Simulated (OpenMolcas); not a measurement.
# Multiconfigurational calculation for Pm³⁺ complex (part 2 of 2)

Continued. System: Pm³⁺ with 6 ligands (O; octahedron, 2.369 Å), embedded in CaO by model potentials and point charges, whose field is part of the energies. Method: state-averaged CASSCF, active space 4 electrons in the shell 4f, basis ANO-RCC-VDZP on the metal and ANO-RCC-VDZP on the ligands, DKH2 scalar Hamiltonian, spin-orbit coupling by RASSI with atomic mean-field integrals (OpenMolcas).

### The program's output (extracts), continued
```
--- RASSI ---
SPIN-FREE ENERGIES:
  (Shifted by EMIN (a.u.) =     -10469.6855416535)

 SF State       Relative EMIN(au)   Rel lowest level(eV)    D:o, cm**(-1)

     1             0.0000000000        0.0000000000              0.0000
     2             0.0002021879        0.0055018127             44.3751
     3             0.0002021879        0.0055018127             44.3751
     4             0.0002021879        0.0055018127             44.3751
     5             0.0004550804        0.0123833688             99.8786
     6             0.0004550804        0.0123833688             99.8786
     7             0.0004550804        0.0123833688             99.8786
     8             0.0030079250        0.0818498090            660.1632
     9             0.0030079250        0.0818498090            660.1632
    10             0.0035669095        0.0970605524            782.8462
    11             0.0035669095        0.0970605524            782.8462
    12             0.0035669095        0.0970605524            782.8462
    13             0.0043217254        0.1176001393            948.5091
    14             0.0672430391        1.8297763084          14758.1412
    15             0.0687561134        1.8709491592          15090.2226
    16             0.0687561134        1.8709491592          15090.2226
    17             0.0687561134        1.8709491592          15090.2226
    18             0.0691573415        1.8818671319          15178.2820
    19             0.0716772207        1.9504365381          15731.3316
    20             0.0716772207        1.9504365381          15731.3316
    21             0.0716772207        1.9504365381          15731.3316
    33             0.0820026637        2.2314061562          17997.5044
    34             0.0820026637        2.2314061562          17997.5044
    35             0.0820026637        2.2314061562          17997.5044
    36             0.0821997717        2.2367697363          18040.7646
    37             0.0821997717        2.2367697363          18040.7646
    38             0.0821997717        2.2367697363          18040.7646
    39             0.0825389810        2.2460000916          18115.2124
    40             0.0830204908        2.2591026406          18220.8916
    41             0.0830204908        2.2591026406          18220.8916
    42             0.0830204908        2.2591026406          18220.8916
    43             0.0830301075        2.2593643245          18223.0022
    44             0.0830301075        2.2593643245          18223.0022
    45             0.0830301075        2.2593643245          18223.0022
    46             0.0830847505        2.2608512358          18234.9950
    47             0.0830847505        2.2608512358          18234.9950
    48             0.1027294800        2.7954115595          22546.5148
    49             0.1027294800        2.7954115595          22546.5148
    50             0.1027294800        2.7954115595          22546.5148
    51             0.1031026937        2.8055672210          22628.4257
Eigenvalues of complex Hamiltonian:
   -----------------------------------
  (Shifted by EMIN (a.u.) =     -10469.6855416535)

 SO State       Relative EMIN(au)   Rel lowest level(eV)    D:o, cm**(-1)

     1            -0.0190805904        0.0000000005              0.0000
     2            -0.0190805904        0.0000000005              0.0000
     3            -0.0190805904        0.0000000000              0.0000
     4            -0.0172755280        0.0491182503            396.1654
     5            -0.0172755280        0.0491182500            396.1654
     6            -0.0172171300        0.0507073401            408.9823
     7            -0.0172171300        0.0507073397            408.9823
     8            -0.0172171300        0.0507073397            408.9823
     9            -0.0170381558        0.0555774771            448.2626
    10            -0.0109678608        0.2207586186           1780.5383
    11            -0.0109678608        0.2207586185           1780.5383
    12            -0.0109678608        0.2207586186           1780.5383
    13            -0.0107105937        0.2277592123           1837.0019
    14            -0.0107105937        0.2277592124           1837.0019
    15            -0.0107105937        0.2277592125           1837.0019
    16            -0.0106785226        0.2286319134           1844.0407
    17            -0.0106785226        0.2286319130           1844.0407
    18            -0.0101330985        0.2434736586           1963.7475
    19            -0.0101330985        0.2434736588           1963.7475
    20            -0.0101330985        0.2434736587           1963.7475
    21            -0.0033447206        0.4281948316           3453.6242
    22            -0.0031280730        0.4340901123           3501.1729
    23            -0.0031280730        0.4340901122           3501.1729
    24            -0.0031280730        0.4340901124           3501.1729
    25            -0.0029473167        0.4390087420           3540.8443
    26            -0.0029473167        0.4390087420           3540.8443
    27            -0.0029473167        0.4390087420           3540.8443
    28            -0.0028234021        0.4423806291           3568.0404
    29            -0.0024520407        0.4524858887           3649.5448
    30            -0.0024520407        0.4524858885           3649.5448
    31            -0.0024329954        0.4530041368           3653.7248
    32            -0.0024329954        0.4530041368           3653.7248
    33            -0.0024329954        0.4530041367           3653.7248
    34             0.0048197188        0.6503605448           5245.5115
    35             0.0048197188        0.6503605447           5245.5115
    36             0.0048197188        0.6503605449           5245.5115
    37             0.0051866478        0.6603451915           5326.0432
    38             0.0051866478        0.6603451916           5326.0432
    39             0.0053179165        0.6639171952           5354.8533
    40             0.0053179165        0.6639171950           5354.8533
    41             0.0053179165        0.6639171951           5354.8533
Weights of the five most important spin-orbit-free states for each spin-orbit state.

 SO State  Total energy (au)           Spin-free states, spin, and weights
 -------------------------------------------------------------------------------------------------------
    1        -0.019081       6 2.0  0.1797    4 2.0  0.1740    1 2.0  0.1683    7 2.0  0.1422    3 2.0  0.1260
    2        -0.019081       5 2.0  0.1800    3 2.0  0.1738    1 2.0  0.1683    7 2.0  0.1425    4 2.0  0.1261
    3        -0.019081       2 2.0  0.2245    1 2.0  0.1683    6 2.0  0.1428    5 2.0  0.1419    7 2.0  0.1402
    4        -0.017276       1 2.0  0.1827    6 2.0  0.1709    5 2.0  0.1691   12 2.0  0.1512   13 2.0  0.0913
    5        -0.017276       7 2.0  0.2263    1 2.0  0.1827   11 2.0  0.1152   10 2.0  0.1120   13 2.0  0.0913
    6        -0.017217      12 2.0  0.2126    9 2.0  0.1698    4 2.0  0.1584    3 2.0  0.1571    7 2.0  0.1179
    7        -0.017217       4 2.0  0.1594    2 2.0  0.1575    8 2.0  0.1321   11 2.0  0.1114   10 2.0  0.1061
    8        -0.017217       3 2.0  0.1599    2 2.0  0.1580    8 2.0  0.1235   10 2.0  0.1109   11 2.0  0.1068
    9        -0.017038       9 2.0  0.1865    8 2.0  0.1865    4 2.0  0.1153    3 2.0  0.1153    2 2.0  0.1153
   10        -0.010968      11 2.0  0.1866    6 2.0  0.1788    4 2.0  0.1522    2 2.0  0.1070   13 2.0  0.0921
   11        -0.010968      12 2.0  0.2225    7 2.0  0.2168    3 2.0  0.1071    4 2.0  0.1070   13 2.0  0.0921
   12        -0.010968      10 2.0  0.1857    5 2.0  0.1796    3 2.0  0.1520    2 2.0  0.1071   13 2.0  0.0921
```

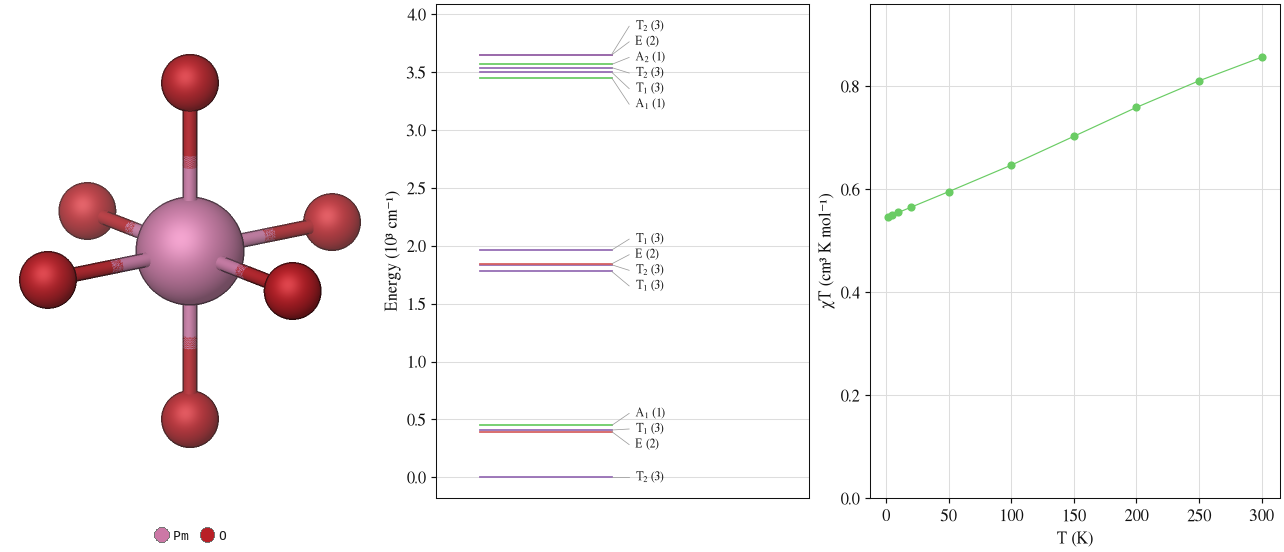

Pm³⁺ (4f⁴) as a dopant in CaO, a cluster with its 6 nearest O²⁻ at 2.369 Å (octahedron) embedded in model potentials and point charges; the geometry was set, not optimised, and its levels and susceptibility. Labels give the representation in O, Td, D4 or D3 as the site allows (double group for half-integer spin) where it could be assigned and, in brackets, the degeneracy; spin-free states, where drawn, share the zero of the spin-orbit levels. Powder susceptibility by Van Vleck's formula. The ground level is T₂, 3-fold degenerate, 98 % from states of spin multiplicity 5 (of the 210 states of multiplicity 3, 106 enter the spin-orbit step), effective J = 4.01, with |mJ| = 3 the largest share (58 %). The next level lies at 396 cm⁻¹ (E). The lowest J multiplet spreads over 448 cm⁻¹. χT is 0.547 cm³ K mol⁻¹ at 2 K and 0.857 at 300 K, an effective moment of 2.62 μB. The active orbitals hold 99 to 100 % metal character (Löwdin), and the Mulliken charge of the metal is +2.29.

Outcome of the run: converged.
